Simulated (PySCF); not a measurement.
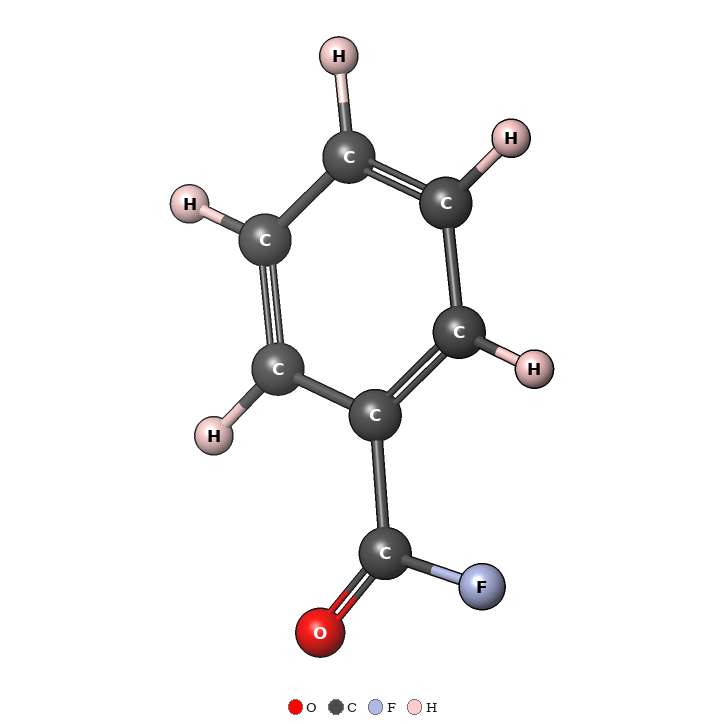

Ball-and-stick drawing of a structure. Double and triple bonds are drawn as two and three sticks.

The computed structure is the end point of a PBE0-D3(BJ)/def2-TZVP optimisation. No frequency run is at hand to confirm it as a minimum.

> Which formula does it have?

C7H5FO, 14 atoms: 7 carbon, 5 hydrogen, 1 fluorine and 1 oxygen.

> Name functional groups in it.

Among them: C–F bond.

> How many bonds of each kind are drawn?

7 C–C, 5 C–H, 1 C–O, 1 C–F.

> Give the symmetry (Schoenflies symbol).

Cs.

> Write the SMILES.

O=C(F)c1ccccc1

More results for the same structure follow; atom numbers are the same in all pictures, views and colours differ.

NMR shielding

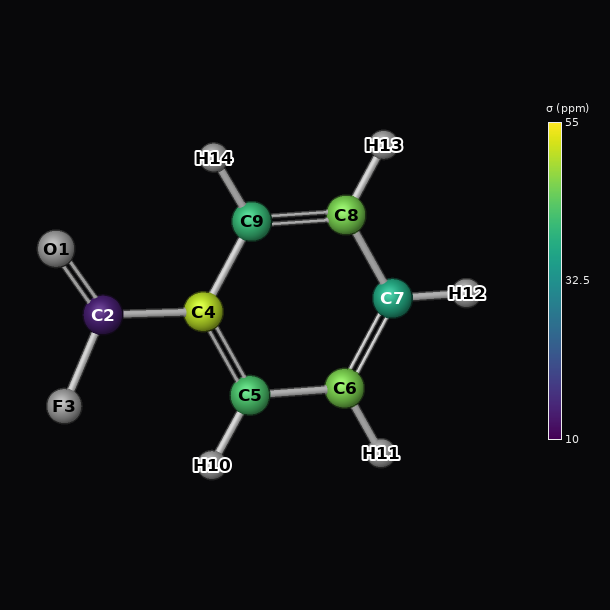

Atoms are coloured by their isotropic NMR shieldings (C only, the others grey). No frequency run is at hand to confirm it as a minimum. Properties computed with GIAO ωB97X-D/pcSseg-2 NMR shielding, non-relativistic, IEF-PCM chloroform (PySCF 2.14.0).

Give the isotropic NMR shieldings of the C atoms atom by atom.

```csv
atom,σ (ppm)
C2,14.0
C4,50.4
C5,42.2
C6,46.2
C7,37.3
C8,46.0
C9,40.3
```

Levels of theory compared

No frequency run is at hand to confirm it as a minimum. Program: PySCF 2.14.0.

Tabulate HOMO–LUMO gap (eV), dipole (D), HOMO energy (eV) at these levels: B97-2/pcSseg-2; KT3/pcSseg-2; PBE0/pcSseg-2; WP04/pcSseg-2 in chloroform (IEF-PCM); ωB97X-D/pcSseg-2; ωB97X-D/pcSseg-2 in chloroform (IEF-PCM).

| level | HOMO–LUMO gap (eV) | dipole (D) | HOMO energy (eV) |
| --- | --- | --- | --- |
| B97-2/pcSseg-2 | 5.76 | 3.98 | −7.76 |
| KT3/pcSseg-2 | 4.22 | 3.89 | −6.99 |
| PBE0/pcSseg-2 | 6.05 | 3.98 | −8.01 |
| WP04/pcSseg-2 in chloroform (IEF-PCM) | 4.84 | 5.07 | −8.87 |
| ωB97X-D/pcSseg-2 | 9.54 | 3.95 | −9.76 |
| ωB97X-D/pcSseg-2 in chloroform (IEF-PCM) | 9.42 | 4.75 | −9.58 |

Ring current

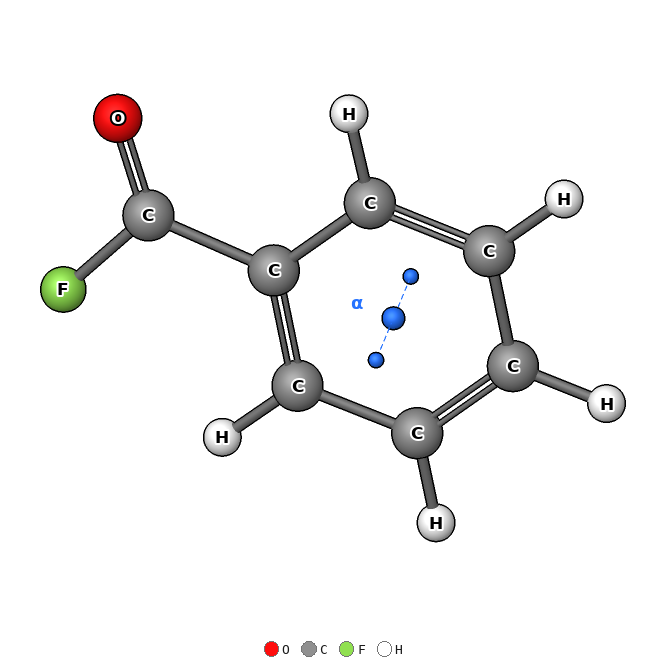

The small points mark where nucleus-independent chemical shifts (NICS) were computed: at the centre of each lettered ring and 1 Å above and below it. No frequency run is at hand to confirm it as a minimum. Properties computed with GIAO WP04/pcSseg-2 NMR shielding, non-relativistic, IEF-PCM chloroform (PySCF 2.14.0).

Give NICS(0), NICS(1) and the out-of-plane component NICS(1)zz for each ring (means of the two sides).

| ring | members | NICS(0) | NICS(1) | NICS(1)zz |
| --- | --- | --- | --- | --- |
| α | C6 | −8.5 | −9.8 | −27.1 |

Values in ppm.

> What do the values say about the ring currents?

Ring α: diatropic, as in an aromatic ring. NICS is one index among several.
